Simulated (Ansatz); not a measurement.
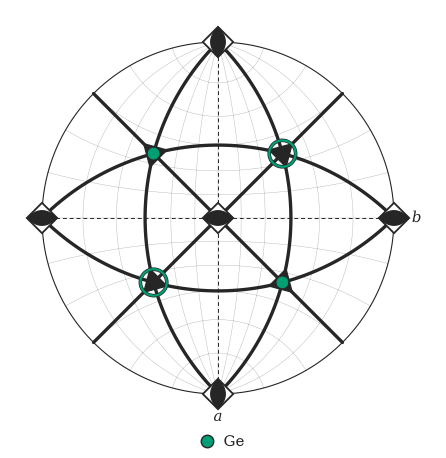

Crystal: Ge, the geometry relaxed with DFT, PBE, plane waves, PAW in Ansatz; the starting structure was generated, so it need not be a known form of this composition. Directions from one germanium atom at (0, 0, 1/2) to its bonded neighbours, in stereographic projection down c (filled: above the plane of the page or in it, open: below). Geometry calculated from the standardised cell; symmetry tolerance 0.002 Å.

Neighbours are counted up to 2.79 Å for Ge. The symmetry elements of the site are drawn in: heavy lines are mirror planes (a heavy rim: a mirror in the plane of the page); lens, triangle, square and hexagon are 2-, 3-, 4- and 6-fold axes, a lens in an open square is −4, a triangle in an open hexagon −6; thin dashed diameters join the ends of axes that lie in the page; a small open circle marks inversion.

```yaml
crystal:
  lattice:
    - [5.76139, 0.00000, 0.00000]
    - [0.00000, 5.76139, 0.00000]
    - [0.00000, 0.00000, 5.76139]
  atoms:
    - { symbol: Ge, position: [0.00000, 0.00000, 0.50000] }
    - { symbol: Ge, position: [0.25000, 0.75000, 0.25000] }
    - { symbol: Ge, position: [0.00000, 0.50000, 0.00000] }
    - { symbol: Ge, position: [0.25000, 0.25000, 0.75000] }
    - { symbol: Ge, position: [0.50000, 0.00000, 0.00000] }
    - { symbol: Ge, position: [0.75000, 0.75000, 0.75000] }
    - { symbol: Ge, position: [0.50000, 0.50000, 0.50000] }
    - { symbol: Ge, position: [0.75000, 0.25000, 0.25000] }
```

How many neighbours are there, and at what angles?

Answer. 4: 4 Ge at 2.49 Å. Angles between bonds: 109° (6×).

What is the site's symmetry in the crystal?

Answer. Point group -43m (Td), order 24: three −4 axes, four threefold axes, six mirror planes. In No. 227, Fd-3m, origin choice 1 this is Wyckoff position 8b.
